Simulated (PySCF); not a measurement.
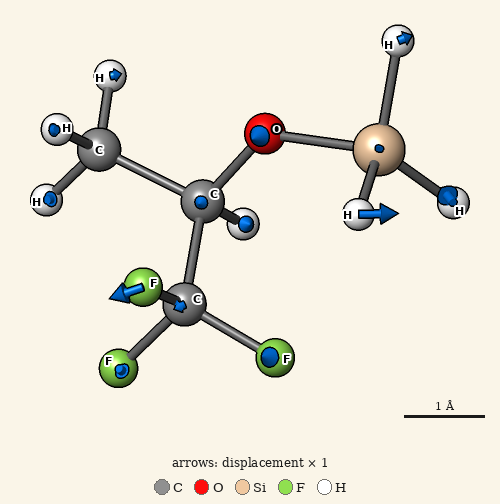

A relaxation of C$_{3}$H$_{7}$F$_{3}$OSi. The starting structure is drawn; blue arrows show the displacements, at their true length. The two geometries are superimposed by the best rigid fit.

Style: ball-and-stick. Shown at a tilt.

The start comes from GFN2-xTB. Its atoms were then displaced at random by about 0.01 Å.

These are results of PBE0-D3(BJ)/def2-SVP geometry optimisation, gas phase (PySCF 2.14.0, density-fitted response routines), not measurements. 

**What happened in the run?**

The energy falls by 23.6 kJ/mol in 8 geometry steps. The atom that moves furthest after the best rigid fit is an H atom (0.53 Å). Largest moves by element: H 0.53 Å, F 0.49 Å, O 0.41 Å, C 0.17 Å, Si 0.08 Å. Near-neighbour distances that change, for instance: H–Si 1.423 → 1.489 Å, H–Si 1.436 → 1.497 Å, C–O 1.365 → 1.395 Å, C–C 1.494 → 1.513 Å. Among the angles between lasting bonds that change: O–Si–H 97.1° → 106.3°, H–Si–H 117.1° → 110.5°, C–O–Si 132.7° → 126.7°. Groups turn about C–O by about 35°, O–Si by about 25°. Cost: 3.1 min on 1 thread of Intel(R) Xeon(R) Processor @ 2.50GHz, on a shared host.
